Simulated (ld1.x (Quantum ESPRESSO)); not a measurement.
# Tungsten: generating and testing a TM potential, part 2 of 2

Do these settings give a usable potential? It is generated, then checked for transferability, scattering, ghosts and hardness.

ld1.x (Quantum ESPRESSO) 7.5; LDA (PW92), scalar-relativistic. Earlier steps stand in the parts before.

### 3 Transferability test

W.test.in reads:

```
 &input
   title='W', zed=74., rel=1, dft='PW', iswitch=2,
   config='[Xe] 4f14 5d4 6s2 6p0'
 /
 &test
   file_pseudo='W.UPF', nconf=10,
   configts(1)='5d4 6s2 6p0',
   configts(2)='5d4 6s1 6p0',
   configts(3)='5d4 6s0 6p0',
   configts(4)='5d3 6s0 6p0',
   configts(5)='5d3 6s2 6p0',
   configts(6)='5d2 6s0 6p0',
   configts(7)='5d4 6s0 6p1',
   configts(8)='5d3 6s2 6p1',
   configts(9)='5d4 6s2 6p0', lsdts(9)=1,
   configts(10)='5d4 6s1 6p0', lsdts(10)=1
 /
```

Run with:

```
$ ld1.x < W.test.in > W.test.out
```

W.test.out, the pseudopotential blocks, each with the warnings that came before it:

```text
     ---------------------- Testing the pseudopotential ----------------------

     W
     scalar relativistic calculation

     atomic number is 74.00   valence charge is  6.00
     dft =PW   lsd =0 sic =0 latt =0  beta=0.20 tr2=1.0E-14
     mesh =1273 r(mesh) =  99.08072 xmin = -7.00 dx = 0.01250

     n l     nl             e AE (Ry)        e PS (Ry)    De AE-PS (Ry)
     3 2     5D   1( 4.00)       -0.34392       -0.34392        0.00000
     1 0     6S   1( 2.00)       -0.43387       -0.43387       -0.00000
     2 1     6P   1( 0.00)       -0.10752       -0.10752       -0.00000

     eps = 3.8E-16  iter =  6

     Etot =  -32266.189607 Ry,  -16133.094803 Ha, -439003.874037 eV
     Etotps =   -14.717979 Ry,      -7.358990 Ha,    -200.248311 eV

     Ekin =      12.974785 Ry,       6.487392 Ha,     176.530941 eV
     Encl =     -39.504493 Ry,     -19.752246 Ha,    -537.486007 eV
     Ehrt =      13.482212 Ry,       6.741106 Ha,     183.434837 eV
     Ecxc =      -3.310129 Ry,      -1.655065 Ha,     -45.036600 eV
     Epseu=       1.639646 Ry,       0.819823 Ha,      22.308518 eV

     ---------------------- End of pseudopotential test ----------------------

     ---------------------- Testing the pseudopotential ----------------------

     W
     scalar relativistic calculation

     atomic number is 74.00   valence charge is  6.00
     dft =PW   lsd =0 sic =0 latt =0  beta=0.20 tr2=1.0E-14
     mesh =1273 r(mesh) =  99.08072 xmin = -7.00 dx = 0.01250

     n l     nl             e AE (Ry)        e PS (Ry)    De AE-PS (Ry)
     3 2     5D   1( 4.00)       -0.88164       -0.88143       -0.00022
     1 0     6S   1( 1.00)       -0.91714       -0.91467       -0.00247
     2 1     6P   1( 0.00)       -0.51389       -0.51314       -0.00076

     eps = 1.8E-16  iter =  7

     Etot =  -32265.518907 Ry,  -16132.759454 Ha, -438994.748703 eV
     Etotps =   -14.048087 Ry,      -7.024043 Ha,    -191.133960 eV
     dEtot_ae =       0.670700 Ry
     dEtot_ps =       0.669892 Ry,   Delta E=       0.000807 Ry

     Ekin =      13.428244 Ry,       6.714122 Ha,     182.700569 eV
     Encl =     -36.264090 Ry,     -18.132045 Ha,    -493.398073 eV
     Ehrt =      10.495400 Ry,       5.247700 Ha,     142.797189 eV
     Ecxc =      -2.912175 Ry,      -1.456088 Ha,     -39.622161 eV
     Epseu=       1.204534 Ry,       0.602267 Ha,      16.388516 eV

     ---------------------- End of pseudopotential test ----------------------

     ---------------------- Testing the pseudopotential ----------------------

     W
     scalar relativistic calculation

     atomic number is 74.00   valence charge is  6.00
     dft =PW   lsd =0 sic =0 latt =0  beta=0.20 tr2=1.0E-14
     mesh =1273 r(mesh) =  99.08072 xmin = -7.00 dx = 0.01250

     n l     nl             e AE (Ry)        e PS (Ry)    De AE-PS (Ry)
     3 2     5D   1( 4.00)       -1.48444       -1.48284       -0.00160
     1 0     6S   1( 0.00)       -1.44326       -1.43446       -0.00880  !
     2 1     6P   1( 0.00)       -0.96766       -0.96327       -0.00439

     eps = 1.8E-17  iter =  7

     Etot =  -32264.341576 Ry,  -16132.170788 Ha, -438978.730305 eV
     Etotps =   -12.875466 Ry,      -6.437733 Ha,    -175.179645 eV
     dEtot_ae =       1.848030 Ry
     dEtot_ps =       1.842513 Ry,   Delta E=       0.005517 Ry

     Ekin =      13.858312 Ry,       6.929156 Ha,     188.551938 eV
     Encl =     -32.479097 Ry,     -16.239548 Ha,    -441.900623 eV
     Ehrt =       7.706044 Ry,       3.853022 Ha,     104.846066 eV
     Ecxc =      -2.495414 Ry,      -1.247707 Ha,     -33.951842 eV
     Epseu=       0.534689 Ry,       0.267345 Ha,       7.274816 eV

     ---------------------- End of pseudopotential test ----------------------

     Warning: n=2, l=1 expected 0 nodes, found 1
     ---------------------- Testing the pseudopotential ----------------------

     W
     scalar relativistic calculation

     atomic number is 74.00   valence charge is  6.00
     dft =PW   lsd =0 sic =0 latt =0  beta=0.20 tr2=1.0E-14
     mesh =1273 r(mesh) =  99.08072 xmin = -7.00 dx = 0.01250

     n l     nl             e AE (Ry)        e PS (Ry)    De AE-PS (Ry)
     3 2     5D   1( 3.00)       -2.31060       -2.30809       -0.00251
     1 0     6S   1( 0.00)       -2.10579       -2.09434       -0.01145  !
     2 1     6P   1( 0.00)       -1.53860       -1.53860        0.00000

     eps = 1.9E-16  iter =  7

     Etot =  -32262.452289 Ry,  -16131.226144 Ha, -438953.025236 eV
     Etotps =   -10.987583 Ry,      -5.493792 Ha,    -149.493685 eV
     dEtot_ae =       3.737318 Ry
     dEtot_ps =       3.730396 Ry,   Delta E=       0.006922 Ry

     Ekin =      11.514920 Ry,       5.757460 Ha,     156.668470 eV
     Encl =     -25.769884 Ry,     -12.884942 Ha,    -350.617127 eV
     Ehrt =       4.620235 Ry,       2.310118 Ha,      62.861501 eV
     Ecxc =      -1.825703 Ry,      -0.912852 Ha,     -24.839956 eV
     Epseu=       0.472848 Ry,       0.236424 Ha,       6.433427 eV

     ---------------------- End of pseudopotential test ----------------------

     ---------------------- Testing the pseudopotential ----------------------

     W
     scalar relativistic calculation

     atomic number is 74.00   valence charge is  6.00
     dft =PW   lsd =0 sic =0 latt =0  beta=0.20 tr2=1.0E-14
     mesh =1273 r(mesh) =  99.08072 xmin = -7.00 dx = 0.01250

     n l     nl             e AE (Ry)        e PS (Ry)    De AE-PS (Ry)
     3 2     5D   1( 3.00)       -1.01054       -1.00958       -0.00095
     1 0     6S   1( 2.00)       -0.98377       -0.98409        0.00031
     2 1     6P   1( 0.00)       -0.55509       -0.55299       -0.00210

     eps = 2.8E-15  iter =  9

     Etot =  -32265.523838 Ry,  -16132.761919 Ha, -438994.815788 eV
     Etotps =   -14.052545 Ry,      -7.026272 Ha,    -191.194608 eV
     dEtot_ae =       0.665769 Ry
     dEtot_ps =       0.665435 Ry,   Delta E=       0.000334 Ry

     Ekin =      11.143058 Ry,       5.571529 Ha,     151.609034 eV
     Encl =     -34.293794 Ry,     -17.146897 Ha,    -466.590842 eV
     Ehrt =       9.891248 Ry,       4.945624 Ha,     134.577283 eV
     Ecxc =      -2.746614 Ry,      -1.373307 Ha,     -37.369589 eV
     Epseu=       1.953558 Ry,       0.976779 Ha,      26.579506 eV

     ---------------------- End of pseudopotential test ----------------------

     ---------------------- Testing the pseudopotential ----------------------

     W
     scalar relativistic calculation

     atomic number is 74.00   valence charge is  6.00
     dft =PW   lsd =0 sic =0 latt =0  beta=0.20 tr2=1.0E-14
     mesh =1273 r(mesh) =  99.08072 xmin = -7.00 dx = 0.01250

     n l     nl             e AE (Ry)        e PS (Ry)    De AE-PS (Ry)
     3 2     5D   1( 2.00)       -3.22229       -3.20831       -0.01398  !
     1 0     6S   1( 0.00)       -2.82715       -2.80977       -0.01737  !
     2 1     6P   1( 0.00)       -2.17186       -2.78262        0.61077  !

     eps = 8.3E-15  iter =  6

     Etot =  -32259.692865 Ry,  -16129.846432 Ha, -438915.481359 eV
     Etotps =    -8.234227 Ry,      -4.117113 Ha,    -112.032362 eV
     dEtot_ae =       6.496742 Ry
     dEtot_ps =       6.483753 Ry,   Delta E=       0.012989 Ry

     Ekin =       8.377388 Ry,       4.188694 Ha,     113.980175 eV
     Encl =     -18.008856 Ry,      -9.004428 Ha,    -245.022964 eV
     Ehrt =       2.162137 Ry,       1.081068 Ha,      29.417368 eV
     Ecxc =      -1.132101 Ry,      -0.566050 Ha,     -15.403014 eV
     Epseu=       0.367205 Ry,       0.183602 Ha,       4.996072 eV

     ---------------------- End of pseudopotential test ----------------------

     ---------------------- Testing the pseudopotential ----------------------

     W
     scalar relativistic calculation

     atomic number is 74.00   valence charge is  6.00
     dft =PW   lsd =0 sic =0 latt =0  beta=0.20 tr2=1.0E-14
     mesh =1273 r(mesh) =  99.08072 xmin = -7.00 dx = 0.01250

     n l     nl             e AE (Ry)        e PS (Ry)    De AE-PS (Ry)
     3 2     5D   1( 4.00)       -0.97551       -0.97752        0.00201
     1 0     6S   1( 0.00)       -0.98565       -0.98066       -0.00499
     2 1     6P   1( 1.00)       -0.57120       -0.56970       -0.00150

     eps = 4.3E-15  iter = 10

     Etot =  -32265.110676 Ry,  -16132.555338 Ha, -438989.194441 eV
     Etotps =   -13.642261 Ry,      -6.821130 Ha,    -185.612412 eV
     dEtot_ae =       1.078930 Ry
     dEtot_ps =       1.075719 Ry,   Delta E=       0.003212 Ry

     Ekin =      13.776593 Ry,       6.888297 Ha,     187.440098 eV
     Encl =     -35.438445 Ry,     -17.719222 Ha,    -482.164606 eV
     Ehrt =      10.015514 Ry,       5.007757 Ha,     136.268009 eV
     Ecxc =      -2.799130 Ry,      -1.399565 Ha,     -38.084103 eV
     Epseu=       0.803207 Ry,       0.401604 Ha,      10.928190 eV

     ---------------------- End of pseudopotential test ----------------------

     ---------------------- Testing the pseudopotential ----------------------

     W
     scalar relativistic calculation

     atomic number is 74.00   valence charge is  6.00
     dft =PW   lsd =0 sic =0 latt =0  beta=0.20 tr2=1.0E-14
     mesh =1273 r(mesh) =  99.08072 xmin = -7.00 dx = 0.01250

     n l     nl             e AE (Ry)        e PS (Ry)    De AE-PS (Ry)
     3 2     5D   1( 3.00)       -0.55471       -0.55643        0.00172
     1 0     6S   1( 2.00)       -0.55831       -0.55985        0.00154
     2 1     6P   1( 1.00)       -0.18372       -0.18298       -0.00075

     eps = 1.7E-15  iter = 11

     Etot =  -32265.887863 Ry,  -16132.943931 Ha, -438999.768604 eV
     Etotps =   -14.415393 Ry,      -7.207696 Ha,    -196.131408 eV
     dEtot_ae =       0.301744 Ry
     dEtot_ps =       0.302587 Ry,   Delta E=      -0.000843 Ry

     Ekin =      11.182259 Ry,       5.591129 Ha,     152.142384 eV
     Encl =     -36.927296 Ry,     -18.463648 Ha,    -502.421464 eV
     Ehrt =      12.371471 Ry,       6.185736 Ha,     168.322440 eV
     Ecxc =      -3.054253 Ry,      -1.527127 Ha,     -41.555234 eV
     Epseu=       2.012427 Ry,       1.006214 Ha,      27.380466 eV

     ---------------------- End of pseudopotential test ----------------------

     ---------------------- Testing the pseudopotential ----------------------

     W
     scalar relativistic calculation

     atomic number is 74.00   valence charge is  6.00
     dft =PW   lsd =1 sic =0 latt =0  beta=0.20 tr2=1.0E-14
     mesh =1273 r(mesh) =  99.08072 xmin = -7.00 dx = 0.01250

     n l     nl             e AE (Ry)        e PS (Ry)    De AE-PS (Ry)
     3 2     5D   1( 4.00)       -0.39817       -0.42960        0.03142  !
     1 0     6S   1( 1.00)       -0.47044       -0.47375        0.00331
     2 1     6P   1( 0.00)       -0.12346       -0.12473        0.00126
     3 2     5D   2( 0.00)       -0.24698       -0.11135       -0.13563  !
     1 0     6S   2( 1.00)       -0.37358       -0.34645       -0.02713  !
     2 1     6P   2( 0.00)       -0.08414       -0.07883       -0.00531  !

     eps = 1.3E-15  iter = 12

     Etot =  -32266.339840 Ry,  -16133.169920 Ha, -439005.918070 eV
     Etotps =   -15.027705 Ry,      -7.513853 Ha,    -204.462346 eV
     dEtot_ae =      -0.150234 Ry
     dEtot_ps =      -0.309726 Ry,   Delta E=       0.159492 Ry

     Ekin =      13.569033 Ry,       6.784517 Ha,     184.616102 eV
     Encl =     -40.130507 Ry,     -20.065253 Ha,    -546.003358 eV
     Ehrt =      13.643518 Ry,       6.821759 Ha,     185.629517 eV
     Ecxc =      -3.675638 Ry,      -1.837819 Ha,     -50.009604 eV
     Epseu=       1.565888 Ry,       0.782944 Ha,      21.304997 eV

     ---------------------- End of pseudopotential test ----------------------

     ---------------------- Testing the pseudopotential ----------------------

     W
     scalar relativistic calculation

     atomic number is 74.00   valence charge is  6.00
     dft =PW   lsd =1 sic =0 latt =0  beta=0.20 tr2=1.0E-14
     mesh =1273 r(mesh) =  99.08072 xmin = -7.00 dx = 0.01250

     n l     nl             e AE (Ry)        e PS (Ry)    De AE-PS (Ry)
     3 2     5D   1( 4.00)       -0.94696       -0.97241        0.02545  !
     1 0     6S   1( 1.00)       -0.97231       -0.96850       -0.00381
     2 1     6P   1( 0.00)       -0.54838       -0.54479       -0.00359
     3 2     5D   2( 0.00)       -0.74641       -0.44362       -0.30280  !
     1 0     6S   2( 0.00)       -0.79176       -0.67029       -0.12147  !
     2 1     6P   2( 0.00)       -0.42750       -0.37407       -0.05342  !

     eps = 6.2E-15  iter =  9

     Etot =  -32265.754730 Ry,  -16132.877365 Ha, -438997.957235 eV
     Etotps =   -14.484735 Ry,      -7.242368 Ha,    -197.074864 eV
     dEtot_ae =       0.434877 Ry
     dEtot_ps =       0.233244 Ry,   Delta E=       0.201633 Ry

     Ekin =      13.848392 Ry,       6.924196 Ha,     188.416969 eV
     Encl =     -36.919475 Ry,     -18.459738 Ha,    -502.315050 eV
     Ehrt =      10.718081 Ry,       5.359041 Ha,     145.826927 eV
     Ecxc =      -3.413826 Ry,      -1.706913 Ha,     -46.447466 eV
     Epseu=       1.282092 Ry,       0.641046 Ha,      17.443757 eV

     ---------------------- End of pseudopotential test ----------------------
```

Energies count from the reference configuration 5d4 6s2 6p0; the error is all-electron less pseudo. Spin-polarised rows fill open shells by Hund's rule and count from the unpolarised reference. A star marks tests that logged a warning. The frozen-core shift comes from a second all-electron run, not shown, with the core orbitals held at their reference shape; it is that run's ΔE less the relaxed one.

| valence configuration | charge | ΔE all-electron (eV) | error AE − PS (meV) | frozen-core shift (meV) |
| --- | --- | --- | --- | --- |
| 5d4 6s1 6p0 | +1 | 9.125 | +11 | +3.9 |
| 5d4 6s0 6p0 | +2 | 25.144 | +75 | +17 |
| 5d3 6s0 6p0 * | +3 | 50.849 | +94 | +181 |
| 5d3 6s2 6p0 | +1 | 9.058 | +4.5 | +42 |
| 5d2 6s0 6p0 | +4 | 88.393 | +177 | +770 |
| 5d4 6s0 6p1 | +1 | 14.680 | +44 | +7.6 |
| 5d3 6s2 6p1 | 0 | 4.105 | -11 | +39 |
| 5d4 6s2 6p0 (spin-polarised) | 0 | -2.044 | +2170 | +30 |
| 5d4 6s1 6p0 (spin-polarised) | +1 | 5.917 | +2743 | +45 |

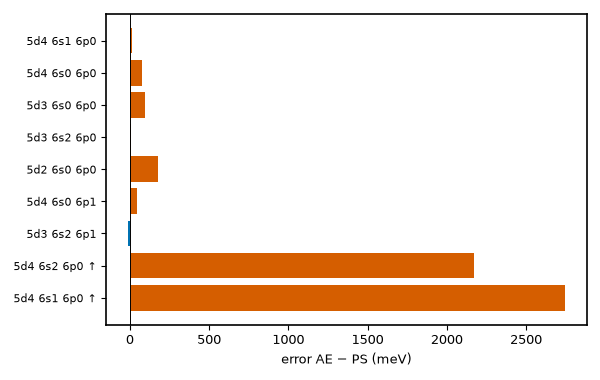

Error of the potential in each test configuration; ↑ marks spin-polarised tests.

### 4 Logarithmic derivatives

Taken from the files of the generation run. The phase is arctan(r·u′/u) with u = r·R, unwrapped, with energies in Ry. A pole is an energy at which the radial function vanishes at the test radius. The pseudo phase is shifted by a multiple of π to meet the all-electron one at the reference energy. Levels narrower than the energy grid can be missing from the poles. The last column is the largest difference on the grid between −1 and +1 Ry.

| channel | radius (bohr) | reference (Ry) | poles AE | poles PS | window around the reference with phases within 0.05 rad (Ry) | largest difference near zero (rad) |
| --- | --- | --- | --- | --- | --- | --- |
| s | 2.76 | -0.43 | 1.72 | 1.57 | below 2.5 | 0.008 |
| p | 2.76 | -0.11 | 3.27 | -1.45, 2.87 | -1.2 to 3.3 | 0.009 |
| d | 2.76 | -0.34 | 0.16 | 0.16 | below 2.5 | 0.001 |

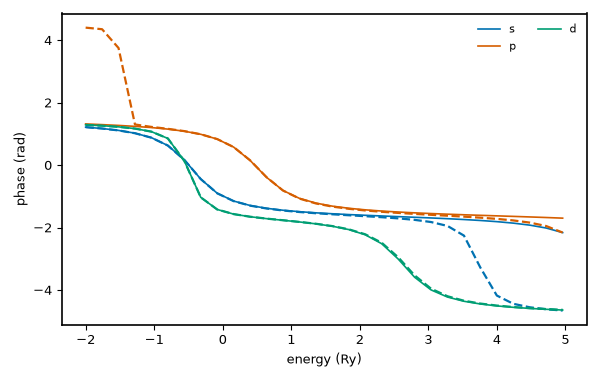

All-electron (solid) and pseudo (dashed) phases against energy.

### 5 Cutoff and ghost test in a Bessel basis

A separate test, outside the generator: the pseudo-atom's Hamiltonian at the reference potential is diagonalised in spherical Bessel functions j_l(qr) that vanish at 20 bohr, with q² up to the cutoff.

All-electron valence levels (Ry): 6s -0.4339, 6p -0.1075, 5d -0.3439. The lowest levels of each channel (Ry) by cutoff; the last column sums, over occupied levels, occupation times the distance from the level at 400 Ry. A positive value at high cutoff is not a bound level.

```csv
cutoff (Ry),s #1,s #2,p #1,p #2,d #1,f #1,Σ f·Δε (mRy)
8,-1.0801,-0.1730,-0.1112,0.0502,-0.0931,0.1110,1525.1
12,-2.9359,-0.3918,-0.1462,-0.0507,-0.2226,0.1110,569.3
18,-4.2620,-0.4296,-1.0704,-0.1073,-0.3205,0.1110,102.3
25,-4.5731,-0.4320,-1.3608,-0.1074,-0.3411,0.1110,15.0
30,-4.6315,-0.4322,-1.4190,-0.1075,-0.3436,0.1110,4.5
35,-4.6477,-0.4328,-1.4506,-0.1075,-0.3439,0.1110,2.4
45,-4.6576,-0.4330,-1.4726,-0.1075,-0.3439,0.1110,1.8
55,-4.6646,-0.4334,-1.4755,-0.1075,-0.3439,0.1110,1.0
70,-4.6668,-0.4336,-1.4757,-0.1075,-0.3439,0.1110,0.5
400,-4.6676,-0.4339,-1.4758,-0.1075,-0.3439,0.1110,0.0
```

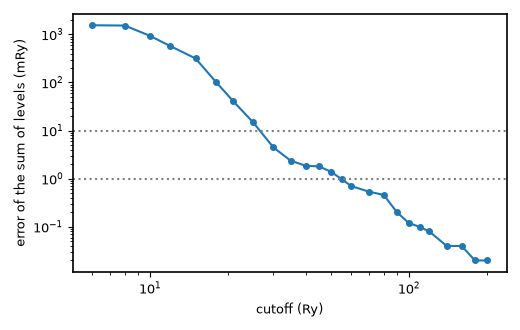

Occupation-weighted error of the valence levels against the cutoff; the dotted lines mark 10 and 1 mRy.

The sum stays within 10 mRy from 30 Ry and within 1 mRy from 55 Ry. The sum leaves out empty levels, which can need more. Ghost test: ghost states, bound below the all-electron valence or empty levels of the same l: s at -63.5 eV, p at -20.1 eV.

### 6 Summary of results

This closing draws on all 2 parts.

| quantity | value |
| --- | --- |
| cutoffs for 10 and 1 mRy, occupied levels | 30 Ry and 55 Ry |
| bound ghosts | s at -63.51 eV, p at -20.08 eV |
| largest test error (AE − PS), unpolarised tests | +177 meV, for 5d2 6s0 6p0 |
| largest phase difference near zero energy, channels read | 0.009 rad |

What this shows: A bound ghost (s, p) makes it unfit for use: electrons can fall into a state that the atom doesn't have. The worst unpolarised test, 5d2 6s0 6p0, is off by 177 meV on 88.4 eV; by total energies transferability rates as fair for so large an energy. That test lies far up in energy; among those under 40 eV, nearer to bonding, the largest error is 75 meV. The spin-polarised tests miss by far more, up to 2743 meV (5d4 6s1 6p0). The potential is soft on the atom at that tolerance: the looser tolerance needs 30 Ry. The slowest occupied level is 6s: taken alone it needs 40 Ry to come within 1 mRy, against 30 Ry for 5d. Near zero energy the phases of the channels with partial waves agree within 0.009 rad. The pseudo curves have a pole with no partner nearby in the atom's: p at -1.45 Ry. All of this concerns the isolated atom, not yet a solid.
